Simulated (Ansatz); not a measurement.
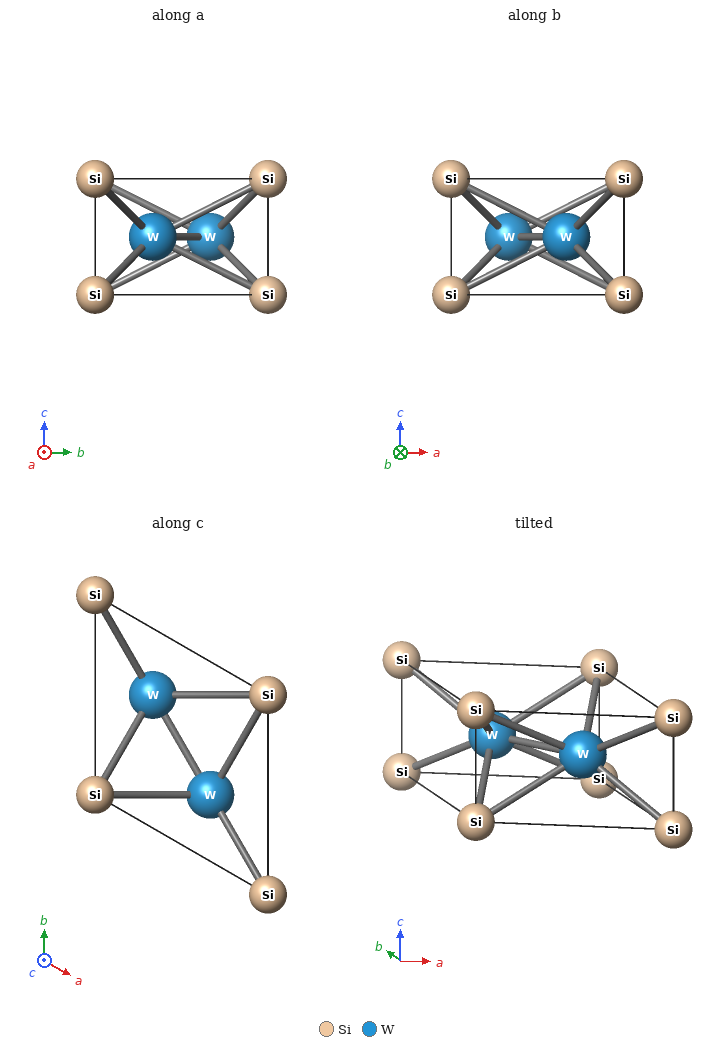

Shown here is a ball-and-stick view of the crystal, taken along the a axis, along the b axis, along the c axis and slightly off an axis. The wireframe shows the conventional unit cell.

Lattice parameters: a = 4.553 Å, b = 4.553 Å, c = 2.645 Å, α = 90.00°, β = 90.00°, γ = 120.00°.

Question: Express the structure as a table of Wyckoff sites.

Answer: Space group P6/mmm (No. 191).
| atom | site | x | y | z |
| --- | --- | --- | --- | --- |
| Si | 1a | 0.0000 | 0.0000 | 0.0000 |
| W | 2d | 0.3333 | 0.6667 | 0.5000 |

The structure comes from a structure type filled with these elements by a generator (whether the compound takes this form wasn't checked). The geometry was optimised with Ansatz 0.2.0, DFT PBE, scalar-relativistic, plane waves, PAW.
